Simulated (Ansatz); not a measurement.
**Fields on a plane of KI (rock salt)**

```
KI
1.0
    0.00000     3.50327     3.50327
    3.50327     0.00000     3.50327
    3.50327     3.50327     0.00000
I K
1 1
Direct
  0.00000   0.00000   0.00000
  0.50000   0.50000   0.50000
```

The slice is a {110} plane (indices of the conventional cell) through the point (0.000, 0.000, 0.000) (fractional), spanned by u = [100] and v = [1 -1 -1] in vectors of this cell: u (4.95 Å) and v (7.01 Å, at 90° to u). It covers one period; positions are fractions (u, v).

Atoms on it: I at (0.00, 0.00); K at (0.00, 0.50).

These are PBEsol (plane waves to 420 eV, PAW, scalar-relativistic; Ansatz, a program for electronic structure) values and carry that method's errors. k mesh 8×8×8. Near the nuclei the fields are pseudised (PAW); where an atom keeps semicore shells as valence, they peak there. KI was relaxed with its symmetry unable to fall. Spin-orbit coupling is left out, though I is heavy.

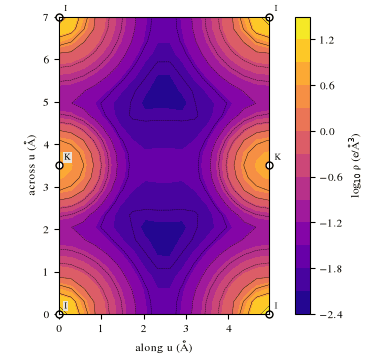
Fig. 1. Log₁₀ of the valence density in e/Å³, one period of the plane, atoms marked. The scale is logarithmic, as a density can span decades between atoms and voids.

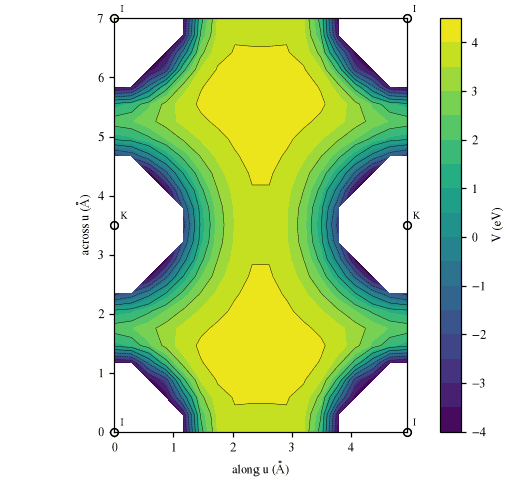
Figure: Electrostatic potential energy of an electron, from the cell's mean, in eV, one period of the plane, atoms marked. Points within 1 Å of a nucleus are left white, as the pseudised field means little there. Values under -4 eV are set to -4. The zero, the cell's mean, hangs on the PAW cores.

| Quantity | Result |
|---|---|
| Density on the I–K line (3.50 Å) at its density minimum, 1.9 Å from I | 0.07 e/Å³ |
| ELF at that point | 0.1 |
| ELF maximum in the middle third of the I–K line | 0.76, 1.3 Å from I |
| Character of the I–K contact (rough rule: ELF there above 0.7 covalent, below 0.2 ionic, polar between) | closed-shell (ionic) |
